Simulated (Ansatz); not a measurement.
## SiO2 (P4_12_12): refractive index against wavelength

The refractive index of SiO2 (P4_12_12) along x below the direct gap (5.76 eV on the mesh) is read from one computed spectrum, n = √(Re ε). x, y and z are the Cartesian axes of the input cell.

The structure is tetragonal, space group P4_12_12 (No. 92). Conventional cell: a = 4.982 Å, b = 4.982 Å, c = 6.963 Å, α = 90.00°, β = 90.00°, γ = 90.00°. Si on site a has 4 O at 1.60 to 1.61 Å as nearest neighbours. O on site b is surrounded by 2 Si at 1.60 to 1.61 Å.

Method: Ansatz 0.2.0, PBE, independent particles, k-mesh 4×4×4 with interpolation inside its cells, Gaussian parameter 0.1 eV.

Launch of the response step: `ansatz run input.yaml --threads 4 --pin off --max-ram 8192MiB --backend cpu --events-out ev --progress --plain --runs-dir out`. The run took 33 s, on 4 threads of AMD EPYC 9R14 (Zen 4), with other jobs on the host.

```
wavelength (nm)  photon energy E (eV)       n
            700                 1.771  1.5425
            633                 1.959  1.5444
            532                 2.331  1.5491
            450                 2.755  1.5555
            405                 3.061  1.5610
            365                 3.397  1.5679
            308                 4.025       ?
```

In the single-oscillator model n² − 1 = E₀E_d/(E₀² − E²), so 1/(n² − 1) = E₀/E_d − E²/(E₀E_d) is linear in E².

Working, on the rows shown:

| x = E² (eV²) | y = 1/(n² − 1) |
| --- | --- |
| 3.13716 | 0.725002 |
| 3.83641 | 0.721932 |
| 5.43137 | 0.714433 |
| 7.59115 | 0.704434 |
| 9.37179 | 0.696029 |
| 11.5384 | 0.685725 |

Means: x̄ = 6.8177, ȳ = 0.70793. Σ(x − x̄)(y − ȳ) = -0.2515, Σ(x − x̄)² = 53.76. Slope = -0.2515 / 53.76 = -0.004678; intercept = ȳ − slope · x̄ = 0.73982. Turned back into n, the line misses the rows shown by at most 8.8e-05.

Problem. What does the fit predict for the withheld row, and how well does it do?

Solution. At x = 16.204 the line gives y = 0.66401, that is 1.5830. The run gave 1.5837, so the extrapolation is off by 0.00067, 1.6 % of the range in the table.

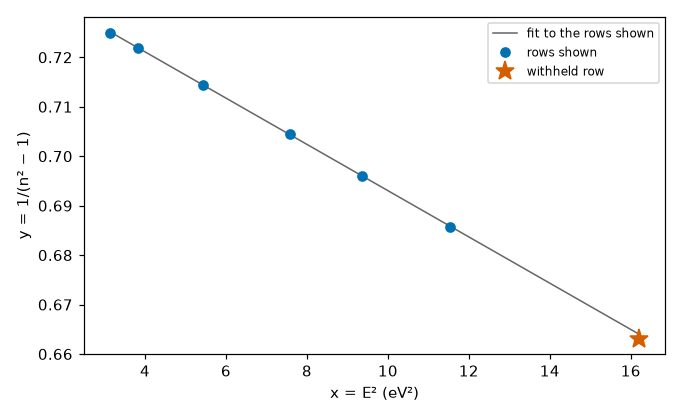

Refitted with all rows, the slope is -0.004736 and the intercept 0.74016. These give E₀ = √(intercept/−slope) = 12.50 eV and E_d = E₀/intercept = 16.9 eV; E₀ is 2.2 times the direct gap. The electronic limit at long wavelengths, without lattice vibrations, is n = √(1 + 1/intercept) = 1.533. The cell comes from an older database entry, whose edges can be off by a per cent or so. Excitons are left out and so are local fields; PBE gaps are as a rule too small.

[Logs are printed without paths, hosts, clocks, repeated set-up lines and the standing remarks that a program may print on its own settings, such as how far it seeks lower states.]
